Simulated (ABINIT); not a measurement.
# A GW chain in ABINIT: BaLiF3 (Pm-3m), part 2 of 3

Wanted: ground state, empty states, screening and self-energy for BaLiF3 (Pm-3m).

ABINIT 10.8.3; LDA and many-body steps on it, plane waves. Known limits of the many-body steps: not at the basis limit; no spin-orbit coupling; coarse k mesh.

So far. Step 2 (Ground state): The gap is direct, at Γ.

### 3. Bands along the symmetry lines

Level of this step: DFT, LDA, plane waves, norm-conserving pseudopotentials (ABINIT).

Levels along a band path, at the cheap level, show where the edges lie and whether the meshes to come will hold them.

File run.abi:

```
acell 3*1.0 Angstrom
rprim 
  3.988581640000 0.000000000000 0.000000000000
  0.000000000000 3.988581640000 0.000000000000
  0.000000000000 0.000000000000 3.988581640000
ntypat 3
znucl 56 3 9
natom 5
typat 1 2 3 3 3
xred 
  0.000000000000 0.000000000000 0.000000000000
  0.500000000000 0.500000000000 0.500000000000
  0.000000000000 0.500000000000 0.500000000000
  0.500000000000 0.500000000000 0.000000000000
  0.500000000000 0.000000000000 0.500000000000
pp_dirpath "pseudos"
pseudos "Ba.upf, Li.upf, F.upf"
ecut 36
iscf -2
irdden 1
kptopt 0
nkpt 50
kpt 
  0.00000000 0.00000000 0.00000000
  0.00000000 0.06250000 0.00000000
  0.00000000 0.12500000 0.00000000
  0.00000000 0.18750000 0.00000000
  0.00000000 0.25000000 0.00000000
  0.00000000 0.31250000 0.00000000
  0.00000000 0.37500000 0.00000000
  0.00000000 0.43750000 0.00000000
  0.00000000 0.50000000 0.00000000
  0.06250000 0.50000000 0.00000000
  0.12500000 0.50000000 0.00000000
  0.18750000 0.50000000 0.00000000
  0.25000000 0.50000000 0.00000000
  0.31250000 0.50000000 0.00000000
  0.37500000 0.50000000 0.00000000
  0.43750000 0.50000000 0.00000000
  0.50000000 0.50000000 0.00000000
  0.43750000 0.43750000 0.00000000
  0.37500000 0.37500000 0.00000000
  0.31250000 0.31250000 0.00000000
  0.25000000 0.25000000 0.00000000
  0.18750000 0.18750000 0.00000000
  0.12500000 0.12500000 0.00000000
  0.06250000 0.06250000 0.00000000
  0.00000000 0.00000000 0.00000000
  0.06250000 0.06250000 0.06250000
  0.12500000 0.12500000 0.12500000
  0.18750000 0.18750000 0.18750000
  0.25000000 0.25000000 0.25000000
  0.31250000 0.31250000 0.31250000
  0.37500000 0.37500000 0.37500000
  0.43750000 0.43750000 0.43750000
  0.50000000 0.50000000 0.50000000
  0.43750000 0.50000000 0.43750000
  0.37500000 0.50000000 0.37500000
  0.31250000 0.50000000 0.31250000
  0.25000000 0.50000000 0.25000000
  0.18750000 0.50000000 0.18750000
  0.12500000 0.50000000 0.12500000
  0.06250000 0.50000000 0.06250000
  0.00000000 0.50000000 0.00000000
  0.50000000 0.50000000 0.50000000
  0.50000000 0.50000000 0.43750000
  0.50000000 0.50000000 0.37500000
  0.50000000 0.50000000 0.31250000
  0.50000000 0.50000000 0.25000000
  0.50000000 0.50000000 0.18750000
  0.50000000 0.50000000 0.12500000
  0.50000000 0.50000000 0.06250000
  0.50000000 0.50000000 0.00000000
istwfk *1
nband 24
nbdbuf 2
tolwfr 1e-08
nstep 40
prtwf 0
prtvol 0
indata_prefix "in"
outdata_prefix "out"
tmpdata_prefix "tmp"
```

Launch:

```bash
$ OMP_NUM_THREADS=1 mpirun -n 4 abinit run.abi > log
```

Numbers of over 12 decimals in the logs are rounded to 6 here.

Output:

```text
.Version 10.8.3 of ABINIT. v10.8.2 released Aug 2026.

 Symmetries : space group Pm -3 m (#221); Bravais cP (primitive cubic)
[... echo of the input left out ...]
== DATASET  1 ==================================================================
-   mpi_nproc: 4, omp_nthreads: 1 (-1 if OMP is not activated)

--- !DatasetInfo
iteration_state: {dtset: 1, }
dimensions: {natom: 5, nkpt: 50, mband: 24, nsppol: 1, nspinor: 1, nspden: 1, mpw: 4468, }
cutoff_energies: {ecut:  36.0, pawecutdg:  -1.0, }
electrons: {nelect:   3.40000000E+01, charge:   0.00000000E+00, occopt:   1.00000000E+00, tsmear:   1.00000000E-02, }

 Real(R)+Recip(G) space primitive vectors, cartesian coordinates (Bohr,Bohr^-1):
 R(1)=  7.5373269  0.0000000  0.0000000  G(1)=  0.1326730  0.0000000  0.0000000
 R(2)=  0.0000000  7.5373269  0.0000000  G(2)=  0.0000000  0.1326730  0.0000000
 R(3)=  0.0000000  0.0000000  7.5373269  G(3)=  0.0000000  0.0000000  0.1326730
 Unit cell volume ucvol=  4.2820532E+02 bohr^3
 Angles (23,13,12)=  9.00000000E+01  9.00000000E+01  9.00000000E+01 degrees

 getcut: wavevector=  0.0000  0.0000  0.0000  ngfft=  45  45  45
         ecut(hartree)=     36.000   => boxcut(ratio)=   2.16132

--- Pseudopotential description ------------------------------------------------
- Ba Generated using ONCVPSP code by D. R. Hamann
- 56.00000  10.00000  180309                  znucl, zion, pspdat
12 -1012 2 -1 1912                            pspcod,pspxc,lmax,lloc,mmax
     nproj     2     2     2
  pspatm : epsatm=   25.95172157
         --- l  ekb(1:nproj) -->
             0    6.668455    0.685657
             1    5.046948    0.410312
             2    2.551809    0.419281
 pspatm: atomic psp has been read  and splines computed

- Li Generated using ONCVPSP code by D. R. Hamann
-  3.00000   3.00000  180309                  znucl, zion, pspdat
12 -1012 1 -1 1944                            pspcod,pspxc,lmax,lloc,mmax
     nproj     2     2     0
  pspatm : epsatm=    2.61415252
         --- l  ekb(1:nproj) -->
[...]
pspatm: atomic psp has been read  and splines computed

- F Generated using ONCVPSP code by D. R. Hamann
-  9.00000   7.00000  201202                  znucl, zion, pspdat
12 -1012 2 -1 824                             pspcod,pspxc,lmax,lloc,mmax
     nproj     2     2     1
  pspatm : epsatm=    4.94580260
         --- l  ekb(1:nproj) -->
[...]
2   -2.364936
 pspatm: atomic psp has been read  and splines computed

--------------------------------------------------------------------------------

================================================================================
 prteigrs : about to open file out_EIG
 Non-SCF case, kpt    1 (  0.00000  0.00000  0.00000), residuals and eigenvalues=
  6.97E-09  4.18E-09  4.34E-09  2.26E-09  6.75E-09  2.13E-09  2.43E-09  4.51E-09
[...]
Non-SCF case, kpt   49 (  0.50000  0.50000  0.06250), residuals and eigenvalues=
[...]
Non-SCF case, kpt   50 (  0.50000  0.50000  0.00000), residuals and eigenvalues=
[...]
1.5188E-02  4.3135E-02  4.3135E-02  5.7873E-02  5.8835E-02  3.9003E-01
  4.0126E-01  4.6211E-01  4.6211E-01  5.2380E-01  5.4428E-01  5.4428E-01

--- !ResultsGS
iteration_state: {dtset: 1, }
comment   : Summary of ground state results
lattice_vectors:
- [  7.5373269,   0.0000000,   0.0000000, ]
- [  0.0000000,   7.5373269,   0.0000000, ]
- [  0.0000000,   0.0000000,   7.5373269, ]
lattice_lengths: [   7.53733,    7.53733,    7.53733, ]
lattice_angles: [ 90.000,  90.000,  90.000, ] # degrees, (23, 13, 12)
lattice_volume:   4.2820532E+02
convergence: {deltae:  0.000E+00, res2:  0.000E+00, residm:  9.915E-09, diffor:  0.000E+00, }
etotal    :  -1.09416748E+02
entropy   :   0.00000000E+00
fermie    :   6.57595701E-02
cartesian_stress_tensor: null
pressure_GPa: null
xred      :
- [  0.0000E+00,   0.0000E+00,   0.0000E+00, Ba]
- [  5.0000E-01,   5.0000E-01,   5.0000E-01, Li]
- [  0.0000E+00,   5.0000E-01,   5.0000E-01,  F]
- [  5.0000E-01,   5.0000E-01,   0.0000E+00,  F]
- [  5.0000E-01,   0.0000E+00,   5.0000E-01,  F]
cartesian_forces: null
force_length_stats: {min: null, max: null, mean: null, }

 Integrated electronic density in atomic spheres:
 ------------------------------------------------
 Atom  Sphere_radius  Integrated_density
[...]
================================================================================

 ----iterations are completed or convergence reached----

 Mean square residual over all n,k,spin=   48.385E-10; max=  99.150E-10
 reduced coordinates (array xred) for    5 atoms
[...]
0.500000000000      0.500000000000      0.000000000000
       0.500000000000      0.000000000000      0.500000000000

 cartesian coordinates (angstrom) at end:
    1      0.000000     0.000000     0.000000
    2      1.994291     1.994291     1.994291
    3      0.000000     1.994291     1.994291
    4      1.994291     1.994291     0.000000
    5      1.994291     0.000000     1.994291
 length scales=  1.889726125908  1.889726125908  1.889726125908 bohr
              =  1.000000000000  1.000000000000  1.000000000000 angstroms
 prteigrs : about to open file out_EIG
 Eigenvalues (hartree) for nkpt=  50  k points:
 kpt#   1, nband= 24, wtk=  1.00000, kpt=  0.0000  0.0000  0.0000 (reduced coord)
[...]
kpt#   2, nband= 24, wtk=  1.00000, kpt=  0.0000  0.0625  0.0000 (reduced coord)
[...]
kpt#   3, nband= 24, wtk=  1.00000, kpt=  0.0000  0.1250  0.0000 (reduced coord)
[...]
kpt#  49, nband= 24, wtk=  1.00000, kpt=  0.5000  0.5000  0.0625 (reduced coord)
[...]
kpt#  50, nband= 24, wtk=  1.00000, kpt=  0.5000  0.5000  0.0000 (reduced coord)
[...]
-0.02053   -0.00674    0.01381    0.01519    0.01519    0.04314    0.04314    0.05787
   0.05883    0.39003    0.40126    0.46211    0.46211    0.52380    0.54428    0.54428

== END DATASET(S) ==============================================================
================================================================================

 -outvars: echo values of variables after computation  --------
            nband          24
             nkpt          50
          spgroup         221
 [... the other variables as echoed above ...]

 Calculation completed.
```

Elapsed: 20 s, on 4 MPI ranks of Arm Neoverse V2, shared host; peak memory 0.34 GiB; 79 s of CPU time.

Numbers from this step:

```
gap                        : 6.550 eV
k of the valence top       : 0, 0, 0
k of the conduction bottom : 0, 0, 0
least direct gap           : 6.550 eV
```

The gap is 6.550 eV, as in the run before at this level.

The electronic bands at the labelled points (eV, zero at the top of the highest filled band):

```tsv
point	band 14	band 15	band 16	band 17	band 18	band 19	band 20	band 21
Γ	-0.84	0.00	0.00	0.00	6.55	6.55	7.90	9.87
X	-0.78	-0.78	-0.47	-0.47	8.01	8.51	10.31	10.76
M	-0.62	-0.62	-0.21	-0.19	8.82	9.13	10.79	10.79
Γ	-0.84	0.00	0.00	0.00	6.55	6.55	7.90	9.87
R	-0.20	-0.15	-0.15	-0.15	7.97	7.97	7.97	12.03
X	-0.78	-0.78	-0.47	-0.47	8.01	8.51	10.31	10.76
jump to R	-0.20	-0.15	-0.15	-0.15	7.97	7.97	7.97	12.03
M	-0.62	-0.62	-0.21	-0.19	8.82	9.13	10.79	10.79
```

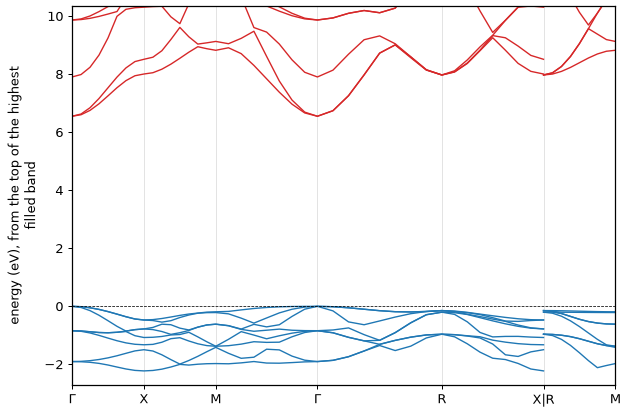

Electronic bands along the path; lines of filled and empty bands in two colours.

### 4. Empty states on the mesh, 2×2×2 mesh, 47 bands

The sums over transitions need many empty states on a uniform mesh; this step solves for them.

File run.abi:

```
acell 3*1.0 Angstrom
rprim 
  3.988581640000 0.000000000000 0.000000000000
  0.000000000000 3.988581640000 0.000000000000
  0.000000000000 0.000000000000 3.988581640000
ntypat 3
znucl 56 3 9
natom 5
typat 1 2 3 3 3
xred 
  0.000000000000 0.000000000000 0.000000000000
  0.500000000000 0.500000000000 0.500000000000
  0.000000000000 0.500000000000 0.500000000000
  0.500000000000 0.500000000000 0.000000000000
  0.500000000000 0.000000000000 0.500000000000
pp_dirpath "pseudos"
pseudos "Ba.upf, Li.upf, F.upf"
ecut 36
ngkpt 2 2 2
nshiftk 1
shiftk 0 0 0
kptopt 1
chksymbreak 0
iscf -2
irdden 1
istwfk *1
nband 47
nbdbuf 4
tolwfr 1e-09
nstep 60
prtvol 0
indata_prefix "in"
outdata_prefix "out"
tmpdata_prefix "tmp"
```

Output:

```text
.Version 10.8.3 of ABINIT. v10.8.2 released Aug 2026.

 Symmetries : space group Pm -3 m (#221); Bravais cP (primitive cubic)
[... echo of the input left out ...]
== DATASET  1 ==================================================================
-   mpi_nproc: 4, omp_nthreads: 1 (-1 if OMP is not activated)

--- !DatasetInfo
iteration_state: {dtset: 1, }
dimensions: {natom: 5, nkpt: 4, mband: 47, nsppol: 1, nspinor: 1, nspden: 1, mpw: 4468, }
cutoff_energies: {ecut:  36.0, pawecutdg:  -1.0, }
electrons: {nelect:   3.40000000E+01, charge:   0.00000000E+00, occopt:   1.00000000E+00, tsmear:   1.00000000E-02, }

 Real(R)+Recip(G) space primitive vectors, cartesian coordinates (Bohr,Bohr^-1):
 R(1)=  7.5373269  0.0000000  0.0000000  G(1)=  0.1326730  0.0000000  0.0000000
 R(2)=  0.0000000  7.5373269  0.0000000  G(2)=  0.0000000  0.1326730  0.0000000
 R(3)=  0.0000000  0.0000000  7.5373269  G(3)=  0.0000000  0.0000000  0.1326730
 Unit cell volume ucvol=  4.2820532E+02 bohr^3
 Angles (23,13,12)=  9.00000000E+01  9.00000000E+01  9.00000000E+01 degrees

 getcut: wavevector=  0.0000  0.0000  0.0000  ngfft=  45  45  45
         ecut(hartree)=     36.000   => boxcut(ratio)=   2.16132

--- Pseudopotential description ------------------------------------------------
- Ba Generated using ONCVPSP code by D. R. Hamann
- 56.00000  10.00000  180309                  znucl, zion, pspdat
12 -1012 2 -1 1912                            pspcod,pspxc,lmax,lloc,mmax
     nproj     2     2     2
  pspatm : epsatm=   25.95172157
         --- l  ekb(1:nproj) -->
             0    6.668455    0.685657
             1    5.046948    0.410312
             2    2.551809    0.419281
 pspatm: atomic psp has been read  and splines computed

- Li Generated using ONCVPSP code by D. R. Hamann
-  3.00000   3.00000  180309                  znucl, zion, pspdat
12 -1012 1 -1 1944                            pspcod,pspxc,lmax,lloc,mmax
     nproj     2     2     0
  pspatm : epsatm=    2.61415252
         --- l  ekb(1:nproj) -->
[...]
pspatm: atomic psp has been read  and splines computed

- F Generated using ONCVPSP code by D. R. Hamann
-  9.00000   7.00000  201202                  znucl, zion, pspdat
12 -1012 2 -1 824                             pspcod,pspxc,lmax,lloc,mmax
     nproj     2     2     1
  pspatm : epsatm=    4.94580260
         --- l  ekb(1:nproj) -->
[...]
2   -2.364936
 pspatm: atomic psp has been read  and splines computed

--------------------------------------------------------------------------------

================================================================================
 prteigrs : about to open file out_EIG
 Non-SCF case, kpt    1 (  0.00000  0.00000  0.00000), residuals and eigenvalues=
  2.29E-10  2.44E-10  9.05E-10  3.95E-10  9.66E-10  8.89E-11  4.13E-10  6.99E-10
[...]
3.37E-10  6.07E-10  3.30E-10  9.81E-10  2.79E-06  7.97E-06  1.94E-04
 -1.3880E+00 -7.9605E-01 -6.3903E-01 -6.2414E-01 -6.2414E-01 -2.4284E-01
 -2.4284E-01 -2.4284E-01 -4.2122E-03 -4.2122E-03 -4.2122E-03  3.4891E-02
  3.4891E-02  3.4891E-02  6.5760E-02  6.5760E-02  6.5760E-02  3.0648E-01
  3.0648E-01  3.5625E-01  4.2839E-01  4.2839E-01  4.2839E-01  6.6792E-01
  6.6792E-01  6.6792E-01  6.7694E-01  8.3125E-01  8.3125E-01  8.3125E-01
  8.4660E-01  8.4660E-01  8.4660E-01  8.6703E-01  9.4439E-01  9.4439E-01
  9.4439E-01  9.9102E-01  9.9102E-01  1.0903E+00  1.0903E+00  1.0903E+00
  1.2111E+00  1.2111E+00  1.3053E+00  1.3452E+00  1.3455E+00
 prteigrs : prtvol=0 or 1, do not print more k-points.

--- !ResultsGS
iteration_state: {dtset: 1, }
comment   : Summary of ground state results
lattice_vectors:
- [  7.5373269,   0.0000000,   0.0000000, ]
- [  0.0000000,   7.5373269,   0.0000000, ]
- [  0.0000000,   0.0000000,   7.5373269, ]
lattice_lengths: [   7.53733,    7.53733,    7.53733, ]
lattice_angles: [ 90.000,  90.000,  90.000, ] # degrees, (23, 13, 12)
lattice_volume:   4.2820532E+02
convergence: {deltae:  0.000E+00, res2:  0.000E+00, residm:  9.989E-10, diffor:  0.000E+00, }
etotal    :  -1.09416748E+02
entropy   :   0.00000000E+00
fermie    :   6.57595701E-02
cartesian_stress_tensor: null
pressure_GPa: null
xred      :
- [  0.0000E+00,   0.0000E+00,   0.0000E+00, Ba]
- [  5.0000E-01,   5.0000E-01,   5.0000E-01, Li]
- [  0.0000E+00,   5.0000E-01,   5.0000E-01,  F]
- [  5.0000E-01,   5.0000E-01,   0.0000E+00,  F]
- [  5.0000E-01,   0.0000E+00,   5.0000E-01,  F]
cartesian_forces: null
force_length_stats: {min: null, max: null, mean: null, }

 Integrated electronic density in atomic spheres:
 ------------------------------------------------
 Atom  Sphere_radius  Integrated_density
[...]
================================================================================

 ----iterations are completed or convergence reached----

 Mean square residual over all n,k,spin=   42.197E-11; max=  99.891E-11
 reduced coordinates (array xred) for    5 atoms
[...]
0.500000000000      0.500000000000      0.000000000000
       0.500000000000      0.000000000000      0.500000000000

 cartesian coordinates (angstrom) at end:
    1      0.000000     0.000000     0.000000
    2      1.994291     1.994291     1.994291
    3      0.000000     1.994291     1.994291
    4      1.994291     1.994291     0.000000
    5      1.994291     0.000000     1.994291
 length scales=  1.889726125908  1.889726125908  1.889726125908 bohr
              =  1.000000000000  1.000000000000  1.000000000000 angstroms
 prteigrs : about to open file out_EIG
 Eigenvalues (hartree) for nkpt=   4  k points:
 kpt#   1, nband= 47, wtk=  0.12500, kpt=  0.0000  0.0000  0.0000 (reduced coord)
[...]
0.66792    0.66792    0.67694    0.83125    0.83125    0.83125    0.84660    0.84660
   0.84660    0.86703    0.94439    0.94439    0.94439    0.99102    0.99102    1.09032
   1.09032    1.09032    1.21110    1.21110    1.30526    1.34524    1.34555
 prteigrs : prtvol=0 or 1, do not print more k-points.

== END DATASET(S) ==============================================================
================================================================================

 -outvars: echo values of variables after computation  --------
            nband          47
             nkpt           4
          spgroup         221
 [... the other variables as echoed above ...]

 Calculation completed.
```

Run time: 7.5 s. Hardware: 4 MPI ranks; peak memory 0.28 GiB.

This step gave:

* gap: 6.550 eV
* k of the valence top: 0, 0, 0
* k of the conduction bottom: 0, 0, 0
* least direct gap: 6.550 eV
* k points computed: 4
* lowest point of the top converged band, above the valence top: 29.09 eV

On this mesh the gap is 6.550 eV.

### 5. Screening, 2×2×2 mesh, 43 bands, screening to 87.1 eV

The RPA dielectric matrix is built and inverted for each q.

This step: RPA screening on LDA, plane waves, norm-conserving pseudopotentials.

Changes to run.abi since step 4:

```diff
@@ -23,10 +23,11 @@
 chksymbreak 0
-iscf -2
-irdden 1
 istwfk *1
-nband 47
-nbdbuf 4
-tolwfr 1e-09
-nstep 60
-prtvol 0
+occopt 1
+irdwfk 1
+optdriver 3
+nband 43
+ecuteps 3.2
+inclvkb 2
+awtr 1
+symchi 1
 indata_prefix "in"
```

Output:

```text
.Version 10.8.3 of ABINIT. v10.8.2 released Aug 2026.

 Symmetries : space group Pm -3 m (#221); Bravais cP (primitive cubic)
[... echo of the input left out ...]
== DATASET  1 ==================================================================
-   mpi_nproc: 4, omp_nthreads: 1 (-1 if OMP is not activated)

--- !DatasetInfo
iteration_state: {dtset: 1, }
dimensions: {natom: 5, nkpt: 4, mband: 43, nsppol: 1, nspinor: 1, nspden: 1, mpw: 4468, }
cutoff_energies: {ecut:  36.0, pawecutdg:  -1.0, }
electrons: {nelect:   3.40000000E+01, charge:   0.00000000E+00, occopt:   1.00000000E+00, tsmear:   1.00000000E-02, }

 SCREENING: Calculation of the susceptibility and dielectric matrices

 Based on a program developped by R.W. Godby, V. Olevano, G. Onida, and L. Reining.
 Incorporated in ABINIT by V. Olevano, G.-M. Rignanese, and M. Torrent.
.Using double precision arithmetic ; gwpc =  8

[... cell and pseudopotentials left out ...]
--------------------------------------------------------------------------------

 ==== K-mesh for the wavefunctions ====
 Number of points in the irreducible wedge :     4
[... list of points left out ...]
 Together with 48 symmetry operations and time-reversal symmetry
 yields     8 points in the full Brillouin Zone.

 ==== Q-mesh for the screening function ====
 Number of points in the irreducible wedge :     4
[... list of points left out ...]
 Together with 48 symmetry operations and time-reversal symmetry
 yields     8 points in the full Brillouin Zone.

 setmesh: FFT mesh size selected  =    27x   27x   27
          total number of points  =        19683

 vcoul_init : cutoff-mode = AUXILIARY_FUNCTION
 q-points for optical limit:   1
     1)      0.000010    0.000020    0.000030

- screening: taking advantage of time-reversal symmetry
- Maximum band index for partially occupied states nbvw = 17
- Remaining bands to be divided among processors   nbcw = 26
- Number of bands treated by each node ~6

 Number of electrons calculated from density =   34.0000; Expected =   34.0000
 average of density, n =  0.079401
 r_s =    1.4433
 omega_plasma =   27.1812 [eV]

 calculating chi0 at frequencies [eV] :
  1    0.000000E+00    0.000000E+00
  2    0.000000E+00    2.718123E+01

--------------------------------------------------------------------------------
  q-point number  1        q = ( 0.000000, 0.000000, 0.000000) [r.l.u.]
--------------------------------------------------------------------------------
[... chi0 elements left out ...]
 For q-point:  0.000010 0.000020 0.000030
  dielectric constant =   2.6522
  dielectric constant without local fields =   2.8390

  Average fulfillment of the sum rule on Im[epsilon] for q-point    1 :     28.44  [%]
[... wings left out ...]
  q-point number  2        q = ( 0.500000, 0.000000, 0.000000) [r.l.u.]
--------------------------------------------------------------------------------
[... chi0 elements left out ...]
  Average fulfillment of the sum rule on Im[epsilon] for q-point    2 :     39.31  [%]

 [... 2 further q-points ...]
```

Wall time 4.1 s (4 MPI ranks); peak memory 0.5 GiB; 16 s of CPU time.

This step gave:

| Item | Value |
| --- | --- |
| ε∞ with local fields, on this mesh, along the program's q direction | 2.652 |
| the same without local fields | 2.839 |
| plasma frequency | 27.18 eV |
| plane waves in the screening matrix | 123 |

Local fields lower ε∞ by 7 %. On a Γ-centred mesh this coarse the value itself is usually too large, while a short band sum pulls it down.

(Part 2 of 3 ends here.)

[Paths, hosts, dates, memory and timing lines, banners, echoed tables and standing remarks are left out of the program output.]

[Logs are printed without paths, hosts, clocks, repeated set-up lines and the standing remarks that a program may print on its own settings, such as how far it seeks lower states.]

[Runs of the session that timed out or met a known fault of the program may be left out.]

[Hosts, paths, dates, database ids (printed as entryN), source tags and the programs' standing remarks are cut or masked in the printed files.]

[G0W0 gaps are taken among the corrected bands and points alone; a level outside them can change the order at an edge.]

[Where Ansatz stands beside ABINIT at settings called matched, ABINIT's density can come from a denser mesh and the files from another edition; pairs whose starting gaps differed by over 0.03 eV were left out, so agreement reads better than it is.]
